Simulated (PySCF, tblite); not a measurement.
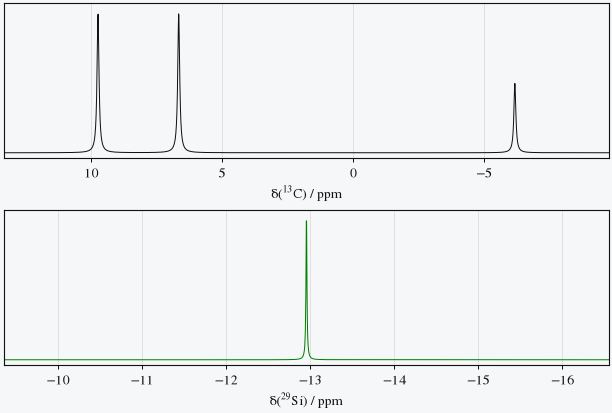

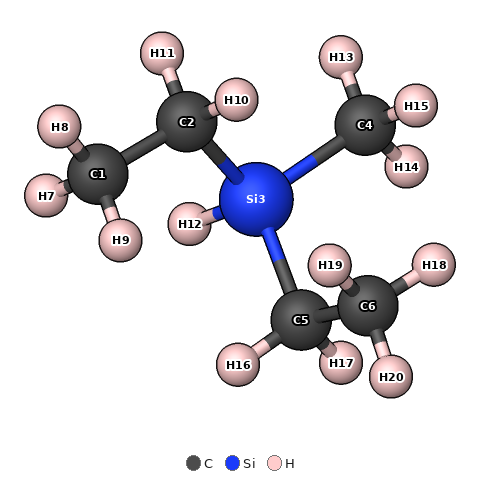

Spectrum and numbered structure of C₅H₁₄Si, SMILES CC[SiH](C)CC. GIAO shifts, PBE0/pcSseg-1 in PySCF, at a GFN2-xTB geometry (a minimum by its frequencies), against TMS for ¹³C and TMS for ²⁹Si computed at the same level. Gas phase, fully decoupled, line heights follow the number of nuclei, widths are arbitrary (no quadrupolar broadening); values of one conformer, averaged over nuclei that symmetry or rotation about single bonds exchange, these motions taken as fast; other conformers aren't averaged in.

Q: Assign the ¹³C signals to the numbered atoms.

A:
| δ (ppm) | nuclei | atoms |
| --- | --- | --- |
| 9.7 | 2 | C1, C6 |
| 6.7 | 2 | C2, C5 |
| −6.2 | 1 | C4 |

Q: Where does the ²⁹Si line lie?

A: At −13.0 ppm (Si3).

Caveats: the tight-binding geometry is rougher than a DFT one and adds to the error.
